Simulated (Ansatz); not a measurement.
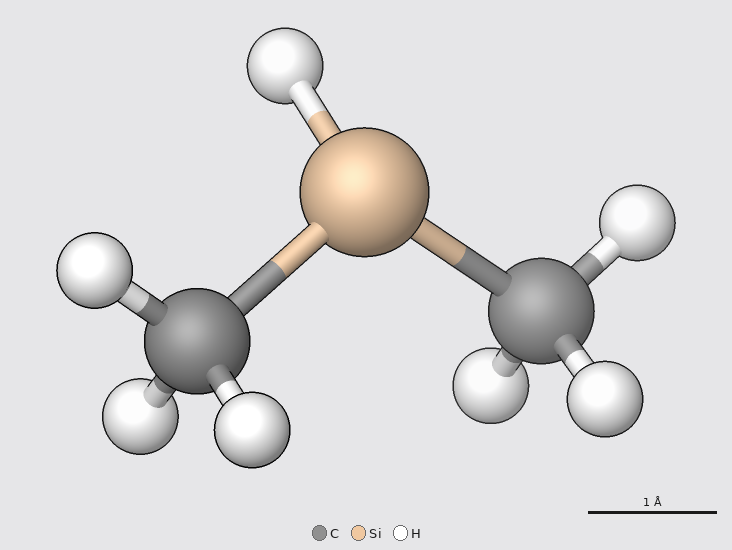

A ball-and-stick model of a molecule. Every bond is drawn as one stick, whatever its order.

The species is neutral and a spin doublet. The computed structure is the end point of a PBE0-D4/def2-TZVP optimisation.

What is the molecular formula?

C2H7Si, 10 atoms: 2 carbon, 7 hydrogen and 1 silicon.

Write the SMILES.

C[SiH]C

Count the bonded pairs by element.

6 C–H, 2 C–Si, 1 Si–H.

What is the point group of this geometry?

Cs.

Name functional groups in it.

Among them: Si–H bond.

More results for the same structure follow; atom numbers are the same in all pictures, views and colours differ.

## Shape

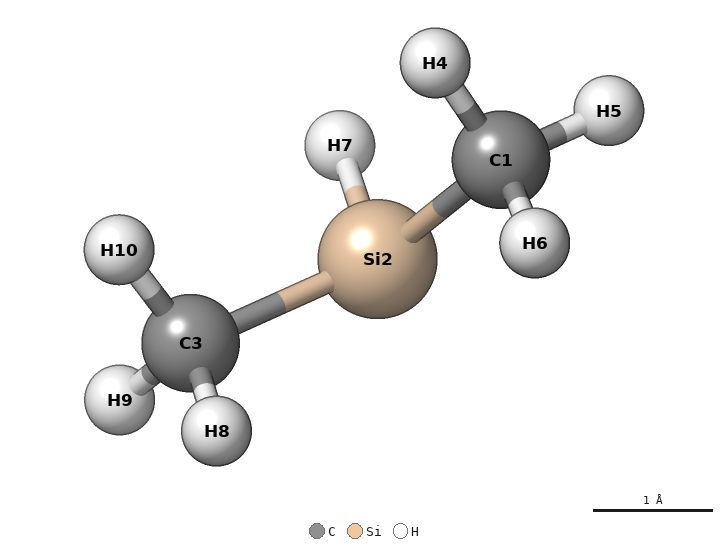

Atoms carry their numbers in the input.

Give the bond lengths.

```tsv
bond	length (Å)	order
C1–Si2	1.877	single
C1–H4	1.095	single
C1–H5	1.092	single
C1–H6	1.092	single
Si2–C3	1.877	single
Si2–H7	1.495	single
C3–H8	1.092	single
C3–H9	1.092	single
C3–H10	1.095	single
```

## Levels of theory compared

Program: Ansatz 0.2.0.

Compare HOMO energy (eV), dipole (D) at these levels: B3LYP-D4/def2-TZVPP; PBE-D4/def2-TZVPP; r2SCAN-D4/def2-TZVPP; ωB97M-V/def2-TZVPP.

```csv
level,HOMO energy (eV),dipole (D)
B3LYP-D4/def2-TZVPP,−5.23,0.86
PBE-D4/def2-TZVPP,−4.41,0.94
r2SCAN-D4/def2-TZVPP,−4.73,0.93
ωB97M-V/def2-TZVPP,−7.24,0.84
```

## Thermal motion

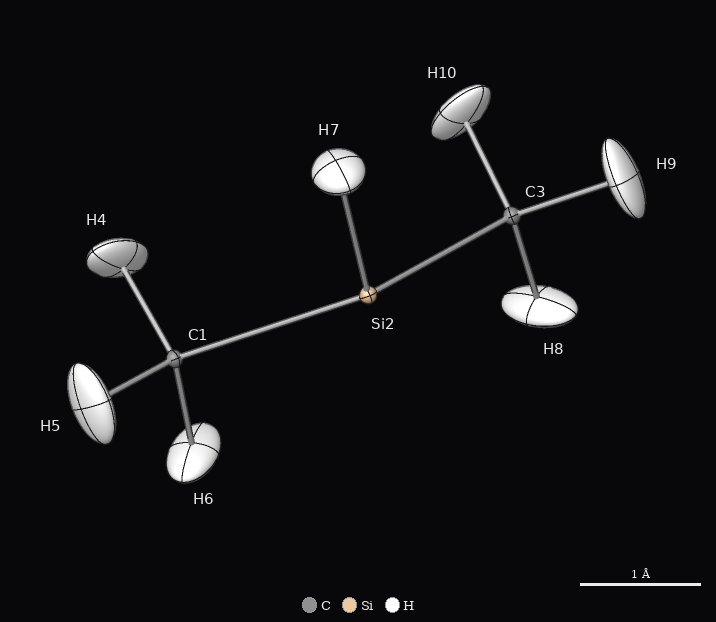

Displacement ellipsoids at the 50 % level, from the internal vibrations of the free molecule (harmonic, no overall translation or rotation; no half-axis is drawn under 0.075 Å). Vibrations computed with UKS PBE0-D4/def2-TZVP (Ansatz 0.2.0). Temperature: 100 K.

Which atom has the largest mean-square displacement?

H5, H9, with U_eq = 0.0276 Å².

Does H4 move more along its bond or across it?

Across it: the root-mean-square amplitude is 0.076 Å along the bond and up to 0.233 Å across, since bending and torsion are softer than stretching.

List U_eq and the three principal root-mean-square amplitudes for each kind of atom.

| atom | U_eq (Å²) | rms amplitudes (Å) |
| --- | --- | --- |
| C1, C3 | 0.0014 | 0.027, 0.032, 0.048 |
| Si2 | 0.00058 | 0.019, 0.021, 0.031 |
| H4, H10 | 0.0270 | 0.076, 0.144, 0.233 |
| H5, H9 | 0.0276 | 0.084, 0.142, 0.236 |
| H6, H8 | 0.0266 | 0.076, 0.141, 0.233 |
| H7 | 0.0190 | 0.090, 0.147, 0.165 |

## Vibrations

Harmonic vibrations computed with UKS PBE0-D4/def2-TZVP (Ansatz 0.2.0) at a stationary point of the same level.

How many vibrational modes are there, and where do they lie?

24 modes: 139, 154, 202, 501, 605, 652, 685, 740, 856, 864, 895, 1263, 1270, 1439, 1442, 1447, 1454, 2171, 3038, 3038, 3118, 3118, 3141, 3141 cm⁻¹.
